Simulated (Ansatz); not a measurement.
**CH$_{6}$OSi: density, localisation and related maps**

```yaml
atoms:
  - { symbol: C, position_ang: [-0.7771, 0.6308, -0.5956] }
  - { symbol: Si, position_ang: [0.4986, -0.5891, 0.0010] }
  - { symbol: O, position_ang: [1.3079, -0.0583, 1.3392] }
  - { symbol: H, position_ang: [-1.2561, 0.2615, -1.5072] }
  - { symbol: H, position_ang: [-0.3190, 1.5971, -0.8194] }
  - { symbol: H, position_ang: [-1.5603, 0.7880, 0.1507] }
  - { symbol: H, position_ang: [1.5490, -0.7905, -1.0270] }
  - { symbol: H, position_ang: [-0.1731, -1.8916, 0.2816] }
  - { symbol: H, position_ang: [0.8187, 0.0059, 2.1597] }
```

Geometry: PBE0-D4/def2-TZVP.

The calculation used RKS PBE0-D4/def2-TZVPP (Ansatz).

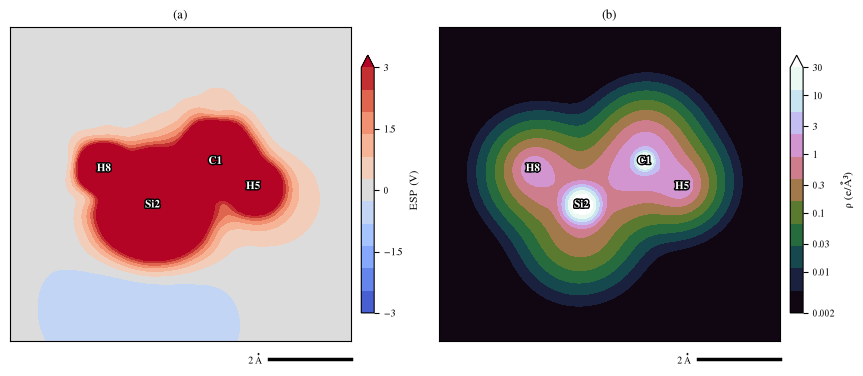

Figure 1. (a) molecular electrostatic potential; (b) electron density on the plane of atoms C1, Si2 and H8.

What does the map show?

The section cuts through C, Si and H sites. C–Si (1.86 Å): the density is about 0.99 e/Å³ at the midpoint. C–H (1.09 Å): the density is about 2 e/Å³ at the midpoint. Si–H (1.49 Å): ρ at the midpoint is about 0.82 e/Å³. Outside the dense part of the molecule the potential is most negative (−0.8 V) near O3, which lies off the plane.

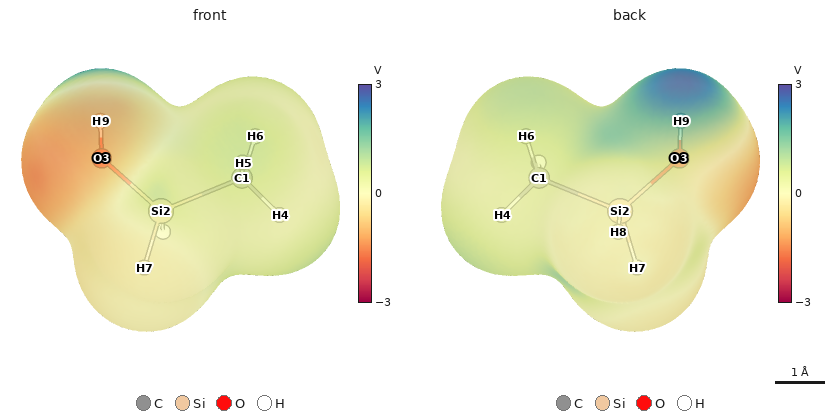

Figure 2. The electrostatic potential painted on the density surface at 0.002 e/bohr³, seen from the front and from behind; the colour scale runs from red (negative) to blue (positive).

Which sites attract a positive test charge, and which a negative one?

A positive charge is drawn to the negative regions and a negative charge to the positive ones. The most negative region (about −1.5 V) lies over O3, the most positive (about +2.6 V) over H9. O3 is the likeliest acceptor of a hydrogen bond.

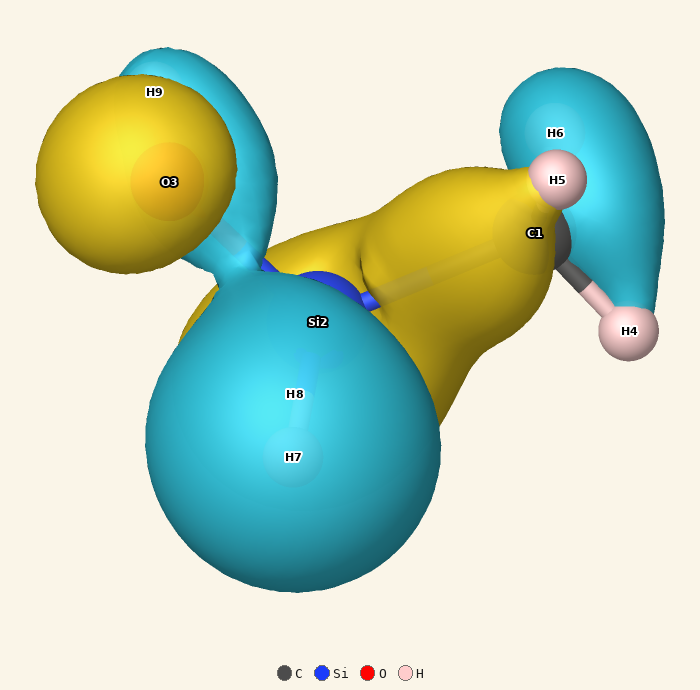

Figure 3. The HOMO−1 at ±0.1 Å⁻³ᐟ² (yellow and cyan are the two phases), seen across its widest extent.

What is the character of this orbital?

By Hirshfeld shares it lies mainly on Si2 (about 30 %), H7 (about 25 %), O3 (about 15 %), H8 (about 15 %) and C1 (about 10 %). Its energy is −8.94 eV.
